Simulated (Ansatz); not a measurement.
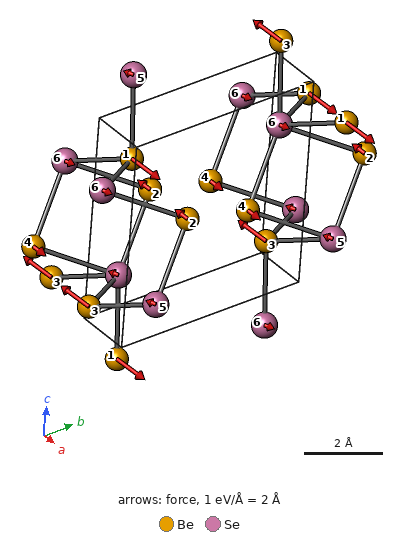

Starting geometry of a crystal of Be2Se (a generated structure, set up in P-1) (coarse preliminary run) with the computed forces as red arrows. A ball-and-stick model of the cell of the calculation, seen slightly off an axis.

Theory: DFT PBE, scalar-relativistic, plane waves, PAW (Ansatz 0.2.0).

The input:
```yaml
crystal:
  lattice:
    - [3.5890647376, 0.0, 0.0]
    - [1.3562780378, 4.7292949374, 0.0]
    - [1.4481770175, 2.1046879184, 5.226224593]
  atoms:
    - { symbol: Be, position: [0.2371936428, 0.152775606, 0.7809014279] }
    - { symbol: Be, position: [0.8136753203, 0.3694315441, 0.4943440345] }
    - { symbol: Be, position: [0.7628063572, 0.847224394, 0.2190985721] }
    - { symbol: Be, position: [0.1863246797, 0.6305684559, 0.5056559655] }
    - { symbol: Se, position: [0.1572538933, 0.1438023908, 0.1913742218] }
    - { symbol: Se, position: [0.8427461067, 0.8561976092, 0.8086257782] }
basis:
  ecutwfc: 420
kpoints:
  mp_grid: { grid: [6, 4, 4] }
hamiltonian:
  xc: pbe
scf:
  occupations: { method: gaussian, width: 0.1 }
  lower_state_search: "off"
output:
  forces: true
  stress: true
  eigenvalues: true
relax:
  adjacent_minimum: "off"
  f_tol: 0.04
  max_steps: 70
  cell: { stress_tol: 0.4 }
```

Command:
```bash
ansatz run input.yaml --threads 1 --pin off --max-ram 2560MiB --backend cpu --events-out ev --progress --plain --runs-dir out
```

Question: Is this structure relaxed? If not, where do the atoms go?

Answer: It isn't relaxed: the largest force vector, on Be atoms, is 0.51 eV/Å. The final displacements follow the starting forces only in part (cosine between the two patterns 0.65). The energy falls by 0.192 eV per cell of the calculation in 5 accepted moves (6 points after the start). The largest force component goes from 0.36 to 0.0042 eV/Å. The pressure goes from 0.27 to 0.00 GPa. At 1 point the geometry stayed and the basis and grid were re-selected for the new cell (energy shift of 0.4 meV per cell of the calculation at most each time). The largest moves relative to the cell, 0.27 Å, are those of Se5 and Se6. Se6 goes roughly along [3 1 0]. Largest moves by element: Se 0.27 Å, Be 0.19 Å. The volume changes by +1.3 %, with a 3.589 → 3.586 Å (−0.1 %), b 4.920 → 5.156 Å (+4.8 %), c 5.817 → 5.839 Å (+0.4 %), α 65.4° → 64.5°, β 75.6° → 72.1°, γ 74.0° → 69.7°. Near-neighbour distances that change, for instance: Be2–Se5 2.377 → 2.353 Å, Be1–Se6 2.234 → 2.256 Å, Be1–Se5 2.316 → 2.334 Å, Be2–Se6 2.415 → 2.408 Å. Among the angles between lasting bonds that change: Be1–Se6–Be4 123.3° → 112.4°, Be1–Se6–Be3 75.2° → 85.0°, Se5–Be1–Se6 104.8° → 95.0°. The space group stays P-1 (No. 2). The run took 49 s on 1 thread of AMD EPYC 7R43 64-Core Processor (Zen 3) (shared host), peak memory 0.47 GiB.
